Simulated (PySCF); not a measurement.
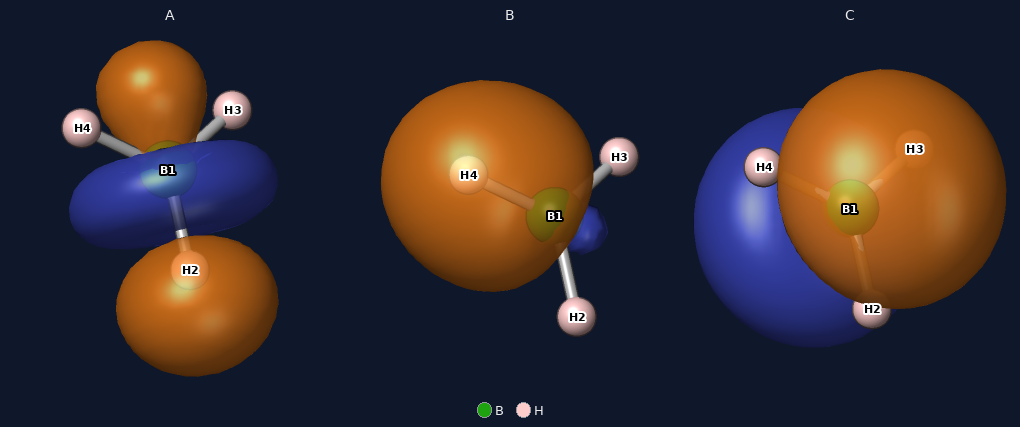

*BH$_{3}$. Intrinsic bond orbitals (IBO), occupied and valence-virtual; each surface holds about 85 % of the orbital's density. Energies are diagonal elements of the Fock matrix.*

Computed with PySCF, ωB97X/cc-pVTZ, geometry: GFN2-xTB. This is a single-reference result, which may miss multireference character in this system. No frequency check shows the geometry to be a minimum.

Name the orbitals, with their atomic make-up and energies.

By panel:
- A: σ* orbital H2–B1 (H2 50 %, B1 50 %; 13.2 eV)
- B: σ bond B1–H4 (B1 51 %, H4 49 %; −14.2 eV)
- C: empty orbital on B1 (B1 100 %; 0.9 eV)

How do all the valence pairs divide up?

3 pairs: 3 σ bonds.
